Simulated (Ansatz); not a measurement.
**Ligand exchange: Al(CH3)I2 + C2H5I → AlI3 + C3H8**

Species: Al(CH3)I2, singlet; C2H5I (iodoethane) `CCI`, singlet; AlI3 `[I][Al]([I])[I]`, singlet; C3H8 (propane) `CCC`, singlet. The partners trade CH3 for I: Al–CH3 and C–I bonds give way to Al–I and C–CH3.

Shapes, held fixed at every level: PBE0-D4/def2-TZVP. Programs: Ansatz 0.2.0. Electronic energies: no zero-point or thermal term.

```json
{"level": "SPW92/def2-TZVPP", "kind": "LDA", "ΔE (kJ/mol)": "-133.5", "less CCSD(T)/def2-TZVPP": "+1.9", "CPU time (sum over the molecules)": "14 s"}
{"level": "B3LYP-D4/def2-TZVPP", "kind": "global hybrid", "ΔE (kJ/mol)": "-133.7", "less CCSD(T)/def2-TZVPP": "+1.7", "CPU time (sum over the molecules)": "49 s"}
{"level": "BHLYP-D4/def2-TZVPP", "kind": "global hybrid", "ΔE (kJ/mol)": "-144.9", "less CCSD(T)/def2-TZVPP": "-9.5", "CPU time (sum over the molecules)": "42 s"}
{"level": "wB97X-V/def2-TZVPP", "kind": "range-separated hybrid", "ΔE (kJ/mol)": "-137.3", "less CCSD(T)/def2-TZVPP": "-1.9", "CPU time (sum over the molecules)": "91 s"}
{"level": "MP2/def2-SVP", "kind": "perturbation theory", "ΔE (kJ/mol)": "-158.5", "less CCSD(T)/def2-TZVPP": "-23.1", "CPU time (sum over the molecules)": "–"}
{"level": "CCSD/def2-SVP", "kind": "coupled cluster or CI", "ΔE (kJ/mol)": "-157.6", "less CCSD(T)/def2-TZVPP": "-22.2", "CPU time (sum over the molecules)": "–"}
{"level": "CCSD(T)/def2-TZVPP", "kind": "coupled cluster or CI", "ΔE (kJ/mol)": "-135.4", "less CCSD(T)/def2-TZVPP": "0.0", "CPU time (sum over the molecules)": "13 min"}
```

The highest level, CCSD(T)/def2-TZVPP, gives ΔE = -135.4 kJ/mol; the levels span -158.5 to -133.5. The column of differences is taken from that level and isn't an error. No measured value is set beside it here. For atoms past krypton def2 sets carry core potentials with scalar relativity. Correlated rows may include outer-core shells of I, which these sets cover unevenly. Times are processor times on shared x86 and Arm servers, and rough.

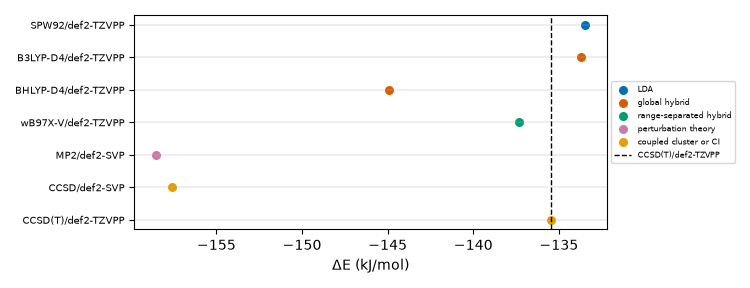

The values of the table, level by level.
